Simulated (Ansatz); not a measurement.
**RuSiH₂+ (doublet): from Hartree-Fock to the top rungs, def2-TZVPP**

How much of the correlation energy of RuSiH₂+ (doublet) does each wave-function method recover here?

Computed with Ansatz 0.2.0, Gaussian basis. Level: def2-TZVPP, core rule «outside noble gas», up to 9 orbitals frozen.

Plan: UHF; CCSD(T) on ROHF; CCSD(T) on UHF; CCSDT(Q) on ROHF; CCSDT(Q) on UHF; CASSCF and NEVPT2, 13 electrons in 12 orbitals.

2 further runs of the same task are left out: 2 set aside as unsound or not needed.

### 1 The geometry

The geometry is a PBE0/def2-TZVP stationary point (not a proven minimum). No spin-orbit coupling is included. Elements past krypton take def2 core potentials.

4 atoms, charge 1, spin multiplicity 2.

Atoms are counted from 1 here; the program's logs count them from 0.

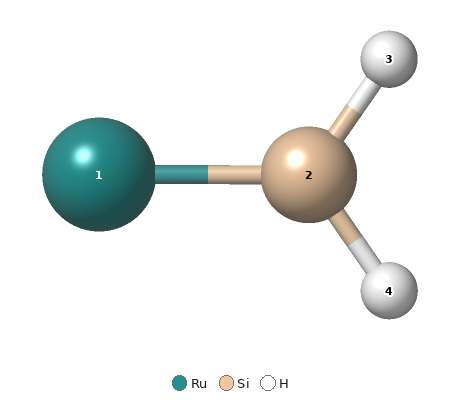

The geometry (ruthenium teal, silicon light orange, hydrogen white); atoms are numbered from 1 in the order of the file.

In the tables R marks a restricted open-shell determinant and U an unrestricted one; 'valence' is the active space of 13 electrons in 12 orbitals; energies count from the table's Hartree-Fock row.

### 2 UHF

Input file in.yaml:

```yaml
crystal:
  periodic: [false, false, false]
  atoms:
    - {symbol: Ru, position_ang: [0.000000, 0.000000, 0.519558]}
    - {symbol: Si, position_ang: [0.000000, 0.000000, -1.687844]}
    - {symbol: H, position_ang: [0.000000, 1.222304, -2.533795]}
    - {symbol: H, position_ang: [0.000000, -1.222304, -2.533795]}
basis:
  gaussian: {orbitals: def2-TZVPP}
total_charge: 1
magnetization: {spin_polarized: true, initial_magnetization: 1}
hamiltonian: {xc: hf}
output: {orbitals: {seedname: orbitals}}
```

The run is started by

```sh
$ ansatz run in.yaml --threads 1 --pin off --events-out ev --progress --plain --max-ram 4096MiB --backend cpu
```

Output, shortened:

```text
Functional definition: HF
  name "HF"
  cite "Fock, Z. Phys. 61, 126 (1930) doi:10.1007/BF01340294"
  parent pbe
[...]
913 factors; their error is unknown
[...]
mean field -10447.36197707 eV, -383.9334711810 hartree, gradient 4.5e-6 eV, S^2 1.655409; 22 other end points of the search recorded, 0 dependent functions left out
reference -10447.36197707 eV, -383.9334711810 hartree; 16, 15 occupied and 110, 111 virtual orbitals, 913 factors
Total energy: -10447.36197707 eV, -383.9334711810 hartree
```

Wall time 2.4 min (1 thread of AMD EPYC 7R13, shared host); peak memory 0.34 GiB.

From the report: ⟨S²⟩ of the determinant 1.655 (pure doublet: 0.75). The determinant is far from a pure spin state, so its energy mixes those of several spin states (harmless only where they are near-degenerate, as at dissociation).

### 3 CCSD(T) on ROHF

in.yaml: that of step 2 with these lines changed.

```diff
@@ -10,4 +10,3 @@
 total_charge: 1
-magnetization: {spin_polarized: true, initial_magnetization: 1}
-hamiltonian: {xc: hf}
-output: {orbitals: {seedname: orbitals}}
+magnetization: {spin_polarized: false, initial_magnetization: 1}
+correlation: {method: ccsd_t, electrons: outside_noble_gas}
```

The run is started by

```sh
$ ansatz run in.yaml --threads 2 --pin off --events-out ev --progress --plain --max-ram 24576MiB --backend cuda --devices 0, --max-vram 18GiB
```

Output, shortened:

```text
Functional definition: HF
  name "HF"
  cite "Fock, Z. Phys. 61, 126 (1930) doi:10.1007/BF01340294"
  parent pbe
[...]
793 factors; integrals over basis functions are off by at most 7.8e-4 eV
[...]
mean field -10446.60803743 eV, -383.9057644101 hartree, gradient 2.7e-9 eV, S^2 0.750000; 35 other end points of the search recorded, 0 dependent functions left out
[...]
determinant -10446.60803743 eV, -383.9057644101 hartree, with singles and doubles -10456.78364611 eV, -384.2797111319 hartree
determinant -10446.60275561 eV, -383.9055703069 hartree, with singles and doubles -10456.78809942 eV, -384.2798747881 hartree
determinant -10446.04227537 eV, -383.8849730382 hartree, with singles and doubles -10455.82802652 eV, -384.2445927599 hartree
determinant -10446.02793060 eV, -383.8844458776 hartree, with singles and doubles -10455.81455168 eV, -384.2440975687 hartree
[...]
determinant -10443.41092628 eV, -383.7882727426 hartree, with singles and doubles -10453.09024793 eV, -384.1439812523 hartree
determinant -10446.60803743 eV, -383.9057644101 hartree, with singles and doubles -10456.65083822 eV, -384.2748305322 hartree
determinant -10446.60275561 eV, -383.9055703069 hartree, with singles and doubles -10456.65613033 eV, -384.2750250135 hartree
unrestricted determinant -10447.36232787 eV, -383.9334840727 hartree, S^2 1.6554
9 core orbitals not correlated: weight in the atoms' cores, before any rotation towards them, 0.999 or more for the frozen orbitals, at most 0.000 for the correlated occupied ones
reference -10446.60275561 eV, -383.9055703069 hartree; 7, 6 occupied and 110, 111 virtual orbitals, 793 factors
second order -9.34554360 eV of doubles, -0.00928322 eV of singles
cycle   1  -10.05337521 eV  change   -4.9e-7 eV  update   7.4e-6
perturbative correction -0.58578691 eV, -0.0215272719 hartree
Total energy: -10457.24191773 eV, -384.2965523033 hartree
```

Run time: 60 s. Hardware: 1 × H100 (card shared with other runs) with 2 threads of AMD EPYC 7R13, shared host; peak host memory 0.87 GiB.

From the report: correlation -10.6392 eV; T1 0.070; largest double amplitude 0.06.

### 4 CCSD(T) on UHF

in.yaml: that of step 3 with these lines changed.

```diff
@@ -10,3 +10,3 @@
 total_charge: 1
-magnetization: {spin_polarized: false, initial_magnetization: 1}
+magnetization: {spin_polarized: true, initial_magnetization: 1}
 correlation: {method: ccsd_t, electrons: outside_noble_gas}
```

Same command.

Output, shortened:

```text
Functional definition: HF
  name "HF"
  cite "Fock, Z. Phys. 61, 126 (1930) doi:10.1007/BF01340294"
  parent pbe
[...]
793 factors; integrals over basis functions are off by at most 7.8e-4 eV
[...]
mean field -10447.36232787 eV, -383.9334840727 hartree, gradient 1.3e-9 eV, S^2 1.655410; 70 other end points of the search recorded, 0 dependent functions left out
determinant -10447.36232787 eV, -383.9334840727 hartree, with singles and doubles -10457.10332857 eV, -384.2914592458 hartree
determinant -10447.34443195 eV, -383.9328264097 hartree, with singles and doubles -10457.08658229 eV, -384.2908438314 hartree
determinant -10447.15186045 eV, -383.9257495376 hartree, with singles and doubles -10456.83465325 eV, -384.2815856097 hartree
determinant -10447.14699251 eV, -383.9255706443 hartree, with singles and doubles -10456.81906038 eV, -384.2810125824 hartree
[...]
determinant -10446.77286190 eV, -383.9118215979 hartree, with singles and doubles -10456.83931096 eV, -384.2817567776 hartree
determinant -10446.71944723 eV, -383.9098586449 hartree, with singles and doubles -10456.72047682 eV, -384.2773897033 hartree
determinant -10444.63268525 eV, -383.8331715565 hartree, with singles and doubles -10454.61359527 eV, -384.1999632346 hartree
9 core orbitals not correlated: weight in the atoms' cores, before any rotation towards them, 0.999 or more for the frozen orbitals, at most 0.000 for the correlated occupied ones
reference -10447.36232787 eV, -383.9334840727 hartree; 7, 6 occupied and 110, 111 virtual orbitals, 793 factors
second order -8.90375088 eV of doubles, -0.00000000 eV of singles
cycle   1  -9.62158685 eV  change    1.7e-6 eV  update   5.2e-6
perturbative correction -0.57135783 eV, -0.0209970128 hartree
WARN: the results are in doubt because among natural orbitals the method converges to other amplitudes
Total energy: -10457.55527255 eV, -384.3080678807 hartree
In doubt: among natural orbitals the method converges to other amplitudes
```

Run time: 2.2 min. Hardware: 1 × H100 (card shared with other runs) with 2 threads of AMD EPYC 7R13, shared host; peak host memory 0.96 GiB.

From the report: ⟨S²⟩ of the determinant 1.655 (pure doublet: 0.75); correlation -10.1929 eV; T1 0.055; largest double amplitude 0.11. The determinant is far from a pure spin state, so its energy mixes those of several spin states (harmless only where they are near-degenerate, as at dissociation). The program marks this result as in doubt; its last lines say why.

### 5 CCSDT(Q) on ROHF

in.yaml: that of step 4 with these lines changed.

```diff
@@ -10,3 +10,3 @@
 total_charge: 1
-magnetization: {spin_polarized: true, initial_magnetization: 1}
-correlation: {method: ccsd_t, electrons: outside_noble_gas}
+magnetization: {spin_polarized: false, initial_magnetization: 1}
+correlation: {method: ccsdt_q, electrons: outside_noble_gas}
```

Launched as before.

Output, shortened:

```text
Functional definition: HF
  name "HF"
  cite "Fock, Z. Phys. 61, 126 (1930) doi:10.1007/BF01340294"
  parent pbe
[...]
1549 factors; integrals over basis functions are off by at most 2.1e-7 eV
[...]
mean field -10446.60804737 eV, -383.9057647755 hartree, gradient 9.1e-10 eV, S^2 0.750000; 35 other end points of the search recorded, 0 dependent functions left out
[...]
determinant -10446.60804737 eV, -383.9057647755 hartree, with singles and doubles -10456.78367104 eV, -384.2797120481 hartree
determinant -10446.60276545 eV, -383.9055706685 hartree, with singles and doubles -10456.78812410 eV, -384.2798756953 hartree
determinant -10446.04228462 eV, -383.8849733781 hartree, with singles and doubles -10455.82804947 eV, -384.2445936032 hartree
determinant -10446.02793994 eV, -383.8844462206 hartree, with singles and doubles -10455.81457453 eV, -384.2440984083 hartree
[...]
determinant -10443.41093536 eV, -383.7882730762 hartree, with singles and doubles -10453.09027212 eV, -384.1439821413 hartree
determinant -10446.60804737 eV, -383.9057647755 hartree, with singles and doubles -10456.65083752 eV, -384.2748305063 hartree
determinant -10446.60276545 eV, -383.9055706685 hartree, with singles and doubles -10456.65612983 eV, -384.2750249950 hartree
[...]
unrestricted determinant -10447.36233731 eV, -383.9334844197 hartree, S^2 1.6554
9 core orbitals not correlated: weight in the atoms' cores, before any rotation towards them, 0.999 or more for the frozen orbitals, at most 0.000 for the correlated occupied ones
reference -10446.60276545 eV, -383.9055706685 hartree; 7, 6 occupied and 110, 111 virtual orbitals, 1549 factors
second order -9.34556870 eV of doubles, -0.00928321 eV of singles
cycle   1  -9.31612294 eV  change    3.9e-2 eV  update   1.5e-1
[...]
cycle  44  -10.70320695 eV  change    1.5e-7 eV  update   9.0e-7
perturbative correction -0.05858747 eV, -0.0021530497 hartree
Total energy: -10457.36455987 eV, -384.3010593188 hartree
```

It took 4.4 min on 1 × H100 (card shared with other runs) with 2 threads of AMD EPYC 7R13, shared host; peak host memory 2.5 GiB.

From the report: correlation -10.7618 eV; T1 0.076; largest double amplitude 0.12.

### 6 CCSDT(Q) on UHF

in.yaml: that of step 5 with these lines changed.

```diff
@@ -10,3 +10,3 @@
 total_charge: 1
-magnetization: {spin_polarized: false, initial_magnetization: 1}
+magnetization: {spin_polarized: true, initial_magnetization: 1}
 correlation: {method: ccsdt_q, electrons: outside_noble_gas}
```

Launched as before.

Output, shortened:

```text
Functional definition: HF
  name "HF"
  cite "Fock, Z. Phys. 61, 126 (1930) doi:10.1007/BF01340294"
  parent pbe
[...]
1549 factors; integrals over basis functions are off by at most 2.1e-7 eV
[...]
mean field -10447.36233731 eV, -383.9334844197 hartree, gradient 1.3e-9 eV, S^2 1.655410; 66 other end points of the search recorded, 0 dependent functions left out
determinant -10447.36233731 eV, -383.9334844197 hartree, with singles and doubles -10457.10368768 eV, -384.2914724428 hartree
determinant -10447.34444136 eV, -383.9328267554 hartree, with singles and doubles -10457.08824487 eV, -384.2909049301 hartree
determinant -10447.15186996 eV, -383.9257498873 hartree, with singles and doubles -10456.83533155 eV, -384.2816105367 hartree
determinant -10447.14700589 eV, -383.9255711359 hartree, with singles and doubles -10456.82113025 eV, -384.2810886489 hartree
[...]
determinant -10446.71945729 eV, -383.9098590145 hartree, with singles and doubles -10456.72047602 eV, -384.2773896740 hartree
determinant -10444.63269463 eV, -383.8331719012 hartree, with singles and doubles -10454.61338136 eV, -384.1999553735 hartree
9 core orbitals not correlated: weight in the atoms' cores, before any rotation towards them, 0.999 or more for the frozen orbitals, at most 0.000 for the correlated occupied ones
reference -10447.36233731 eV, -383.9334844197 hartree; 7, 6 occupied and 110, 111 virtual orbitals, 1549 factors
second order -8.90377120 eV of doubles, -0.00000000 eV of singles
cycle   1  -8.97461680 eV  change   -7.1e-2 eV  update   1.3e-1
[...]
cycle  54  -10.40284178 eV  change    9.7e-8 eV  update   2.0e-7
perturbative correction -0.10959991 eV, -0.0040277223 hartree
WARN: the results are in doubt because among natural orbitals the method converges to other amplitudes
Total energy: -10457.87477900 eV, -384.3198095263 hartree
In doubt: among natural orbitals the method converges to other amplitudes
```

Wall time 4.8 min (1 × H100 (card shared with other runs) with 2 threads of AMD EPYC 7R13, shared host); peak host memory 1.9 GiB.

From the report: ⟨S²⟩ of the determinant 1.655 (pure doublet: 0.75); correlation -10.5124 eV; T1 0.061; largest double amplitude 0.34. The determinant is far from a pure spin state, so its energy mixes those of several spin states (harmless only where they are near-degenerate, as at dissociation). The program marks this result as in doubt; its last lines say why.

### 7 CASSCF and NEVPT2, 13 electrons in 12 orbitals

in.yaml: that of step 6 with these lines changed.

```diff
@@ -10,3 +10,3 @@
 total_charge: 1
-magnetization: {spin_polarized: true, initial_magnetization: 1}
-correlation: {method: ccsdt_q, electrons: outside_noble_gas}
+magnetization: {spin_polarized: false, initial_magnetization: 1}
+correlation: {method: sc_nevpt2, electrons: outside_noble_gas, active_space: {window: {electrons: 13, orbitals: 12}, shells: [{species: H, l: s, shell: 1}, {species: Ru, l: s, shell: 5}, {species: Ru, l: d, shell: 4}, {species: Si, l: s, shell: 3}, {species: Si, l: p, shell: 3}]}}
```

Launched as before.

Output, shortened:

```text
Functional definition: HF
  name "HF"
  cite "Fock, Z. Phys. 61, 126 (1930) doi:10.1007/BF01340294"
  parent pbe
[...]
1549 factors; integrals over basis functions are off by at most 2.1e-7 eV
[...]
mean field -10446.60804737 eV, -383.9057647755 hartree, gradient 2.7e-6 eV, S^2 0.750000; 22 other end points of the search recorded, 0 dependent functions left out
reference -10446.60804737 eV, -383.9057647755 hartree; 16, 15 occupied and 110, 111 virtual orbitals, 1549 factors
state -10449.58373755 eV, -384.0151193726 hartree
state -10449.58373755 eV, -384.0151193726 hartree; corrected -10456.09956931 eV, -384.2545717734 hartree
Total energy: -10456.09956931 eV, -384.2545717734 hartree
Checks for a lower state left out: starts, orbital_swaps
```

Wall time 76 s (1 × H100 (card shared with other runs) with 2 threads of AMD EPYC 7R13, shared host); peak host memory 0.88 GiB.

From the report: 183,008 determinants; active occupations 1.99, 1.98, 1.96, 1.92, 1.90, 1.89, 1.00, 0.17, 0.11, 0.04, 0.02, 0.02.

### 8 Natural occupations

Natural occupations of the CASSCF valence state about the gap (report; correlated orbitals 3 to 12): 1.957, 1.922, 1.896, 1.894, 1.004, 0.167, 0.106, 0.040, 0.023, 0.017. The count of effectively unpaired electrons, Σ n²(2 − n)², is 1.25; a single determinant of this spin has 1.

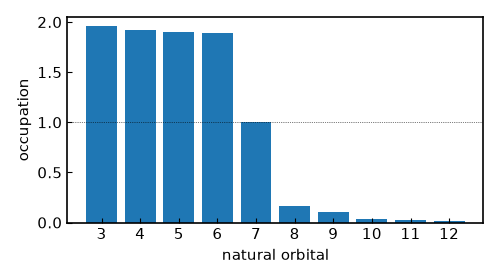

Natural occupations of the CASSCF valence state.

### 9 All levels against the top one

No level here is safe as a reference; RCCSDT(Q) serves as a yardstick only. Rows without a time come out of other runs: HF, MP2 and CCSD of CCSD(T), CCSDT of CCSDT(Q), CASSCF and MRCISD of the multireference runs.

Differences are taken before rounding.

```
        method  energy from the lowest RHF (kcal/mol)  from RCCSDT(Q) (kcal/mol)     time
           RHF                                   0.00                    +248.05         
           UHF                                 -17.39                    +230.66         
          RMP2                                -215.61                     +32.45         
          UMP2                                -222.72                     +25.33         
         RCCSD                                -231.71                     +16.34         
         UCCSD                                -239.27                      +8.78         
      RCCSD(T)                                -245.22                      +2.83     60 s
      UCCSD(T)                                -252.45                      -4.40  2.2 min
        RCCSDT                                -246.70                      +1.35         
        UCCSDT                                -257.29                      -9.24         
     RCCSDT(Q)                                -248.05                          0  4.4 min
     UCCSDT(Q)                                -259.82                     -11.77  4.8 min
CASSCF valence                                 -68.62                    +179.43         
NEVPT2 valence                                -218.88                     +29.17     76 s
```

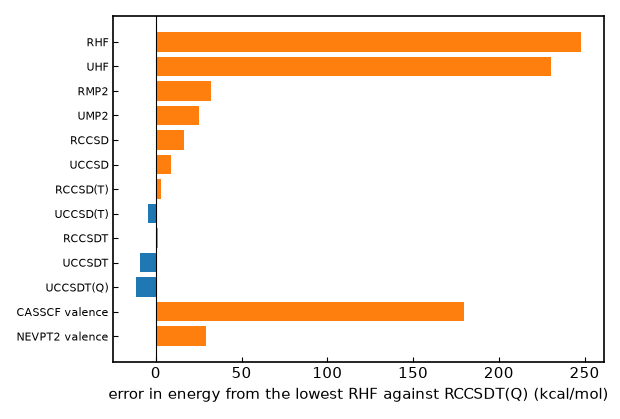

How far each level lands from RCCSDT(Q).

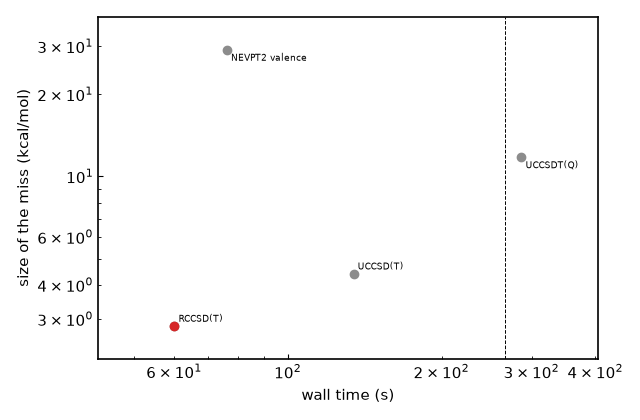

Miss against cost. Red marks the levels that no quicker level drawn beats (of those quicker than the yardstick), and the dashed line is the time of RCCSDT(Q). Times are from a shared host.

The program flags UCCSD(T), UCCSDT(Q) as in doubt (see the logs), so those rows may rest on another solution; read them beside their warnings.

### 10 Summary of results

| quantity | value |
| --- | --- |
| RCCSDT(Q) below the RHF energy | -10.7565 eV |
| RMP2 from RCCSDT(Q) | +32.45 kcal/mol |
| UMP2 from RCCSDT(Q) | +25.33 kcal/mol |
| RCCSD from RCCSDT(Q) | +16.34 kcal/mol |
| RCCSD(T) from RCCSDT(Q) | +2.83 kcal/mol |
| UCCSD(T) from RCCSDT(Q) | -4.40 kcal/mol |
| UCCSDT(Q) from RCCSDT(Q) | -11.77 kcal/mol |
| NEVPT2 valence from RCCSDT(Q) | +29.17 kcal/mol |
| T1 diagnostic | 0.070 |
| effectively unpaired electrons | 1.25 |

**Reading.** RCCSD(T) lands +2.83 kcal/mol from the yardstick (1.1 % of the correlation energy). CCSD(T) misses by +2.83 kcal/mol on the restricted determinant and by -4.40 kcal/mol on the unrestricted one; the two need not hold the same state or core. The occupations show some static correlation. Coupled cluster took another determinant than the lowest Hartree-Fock one. Warnings: spin contamination; coupled cluster took another determinant than the lowest; large T1 diagnostic.
